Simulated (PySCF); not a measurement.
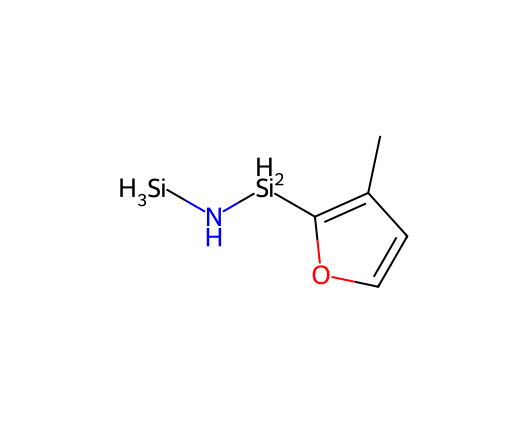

Skeletal drawing of a molecule.

Give its SMILES.

Cc1ccoc1[SiH2]N[SiH3]

What is the molecular formula?

C5H11NOSi2.

An optimisation with PBE0-D3(BJ)/def2-SVP gave a structure of which point group?

C1. Other conformers may differ.

More results for the same structure follow; atom numbers are the same in all pictures, views and colours differ. The geometry was computed by an optimisation with PBE0-D3(BJ)/def2-SVP. No frequency run is at hand to confirm it as a minimum.

### Shape

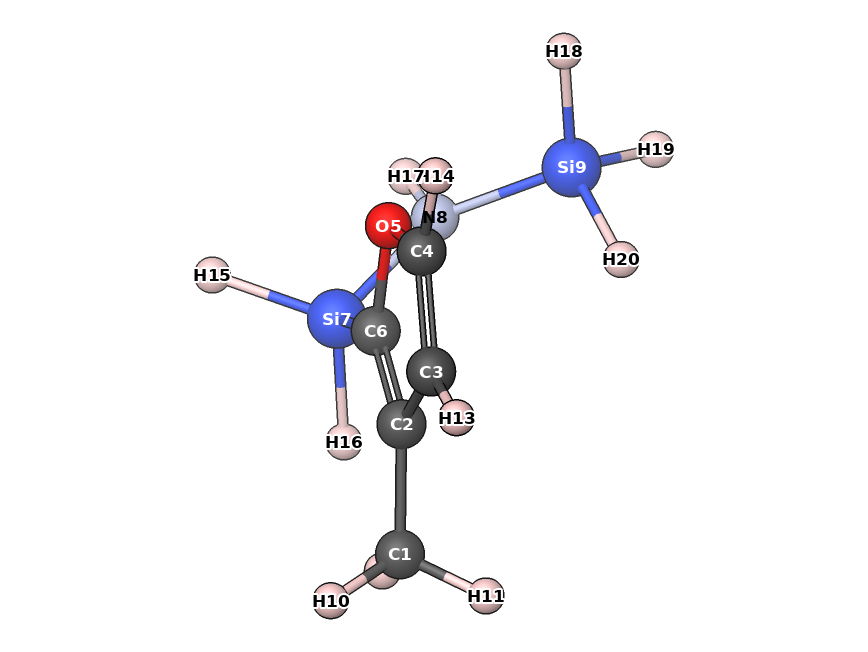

Si7 lies behind C6. The molecule seen a little off the C6–Si7 bond, C6 in front. Depth is shown by fading: the farther an atom, the more it takes the colour of the background. No frequency run is at hand to confirm it as a minimum.

What is the torsion angle O5–C6–Si7–N8? The sign is positive where the front bond must turn clockwise to cover the back bond.

49°, synclinal (gauche).

### Electronic properties

No frequency run is at hand to confirm it as a minimum. Level of theory: PBE0/pcSseg-1, gas phase (PySCF 2.14.0).

Estimate the HOMO energy (Kohn–Sham orbital).

−6.65 eV.

What is the HOMO–LUMO gap?

6.32 eV.

What is the dipole moment?

0.80 D.

### Excitation

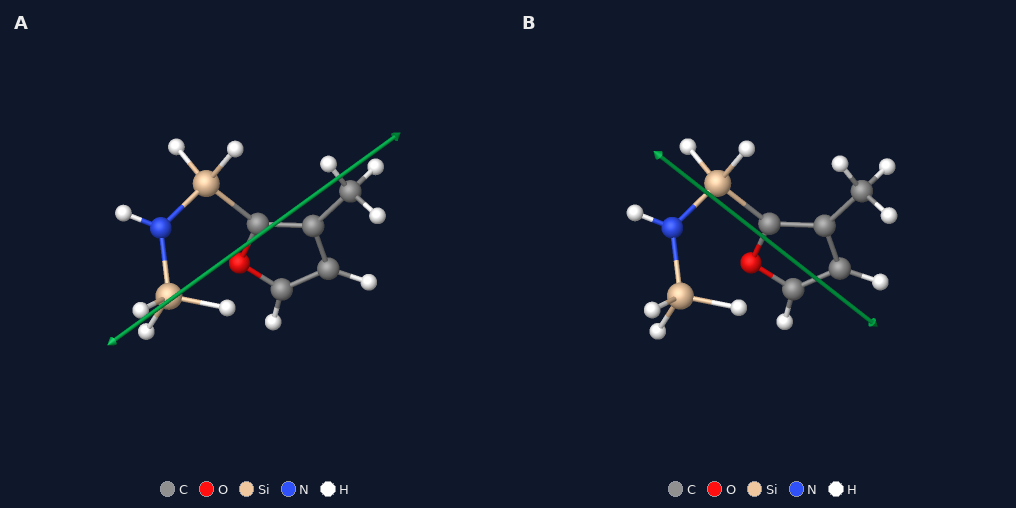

The double arrows show the directions of two transition dipoles from the ground state (lengths mean nothing). No frequency run is at hand to confirm it as a minimum. Method: TDDFT CAM-B3LYP/def2-SVPD, vertical, gas phase, core orbitals frozen in the response (PySCF 2.14.0).

One belongs to singlet state 1 and one to singlet state 6. Which is which?

A: state 6, 7.05 eV (176 nm), oscillator strength 0.019, of mixed character, with the largest part HOMO → LUMO+3 (weight 0.30).
B: state 1, 5.69 eV (218 nm), oscillator strength 0.25, mainly HOMO → LUMO (weight 0.89).

### Core levels

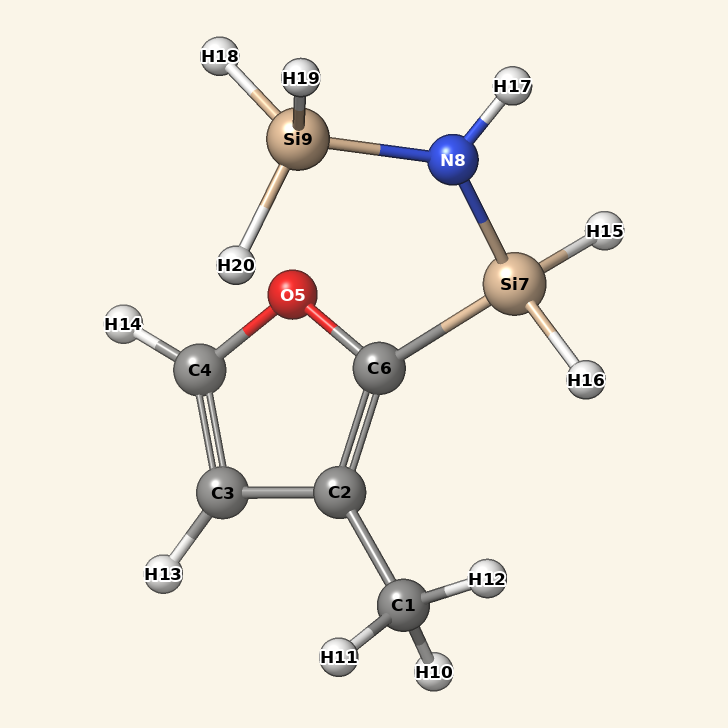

No frequency run is at hand to confirm it as a minimum. Level of theory: delta-SCF UKS SCAN, pcX-2 on the ionised atom, pcseg-1 elsewhere, spin-free X2C (PySCF 2.14.0).

Give the core-electron binding energies (to vacuum; p and d levels without spin–orbit splitting) of C1 1s, C2 1s, C3 1s, C4 1s, O5 1s, C6 1s, Si7 1s, Si7 2p, N8 1s, Si9 1s, Si9 2p.

```json
{"atom": "C1", "level": "1s", "binding energy (eV)": "290.9"}
{"atom": "C2", "level": "1s", "binding energy (eV)": "290.4"}
{"atom": "C3", "level": "1s", "binding energy (eV)": "290.2"}
{"atom": "C4", "level": "1s", "binding energy (eV)": "291.4"}
{"atom": "O5", "level": "1s", "binding energy (eV)": "539.5"}
{"atom": "C6", "level": "1s", "binding energy (eV)": "290.7"}
{"atom": "Si7", "level": "1s", "binding energy (eV)": "1846.6"}
{"atom": "Si7", "level": "2p", "binding energy (eV)": "106.9"}
{"atom": "N8", "level": "1s", "binding energy (eV)": "404.0"}
{"atom": "Si9", "level": "1s", "binding energy (eV)": "1846.7"}
{"atom": "Si9", "level": "2p", "binding energy (eV)": "107.0"}
```

### NMR shielding

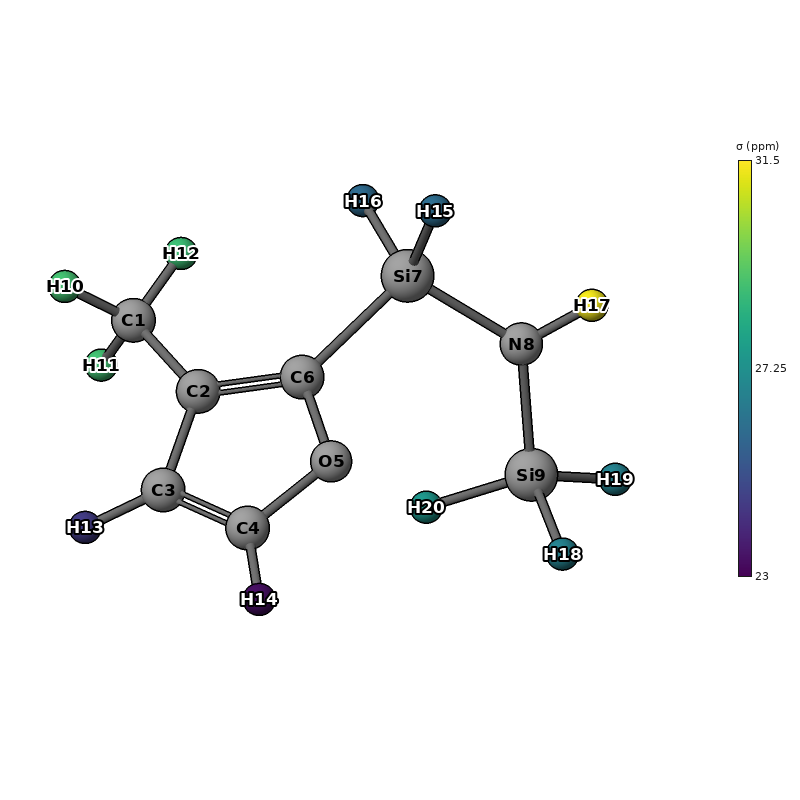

Atoms are coloured by their isotropic NMR shieldings (H only, the others grey). No frequency run is at hand to confirm it as a minimum. Method: GIAO PBE0/pcSseg-1 NMR shielding, non-relativistic, IEF-PCM tetrahydrofuran (PySCF 2.14.0).

Which H atom is the most shielded (lowest chemical shift)?

H17 (31.31 ppm).

Which H atom is the least shielded (highest chemical shift)?

H14 (23.36 ppm).

How wide is the range of H shifts?

7.95 ppm.

List the isotropic NMR shieldings of the H atoms.

| atom | σ (ppm) |
| --- | --- |
| H10 | 28.96 |
| H11 | 28.92 |
| H12 | 28.82 |
| H13 | 24.52 |
| H14 | 23.36 |
| H15 | 26.00 |
| H16 | 25.94 |
| H17 | 31.31 |
| H18 | 26.74 |
| H19 | 26.74 |
| H20 | 27.47 |
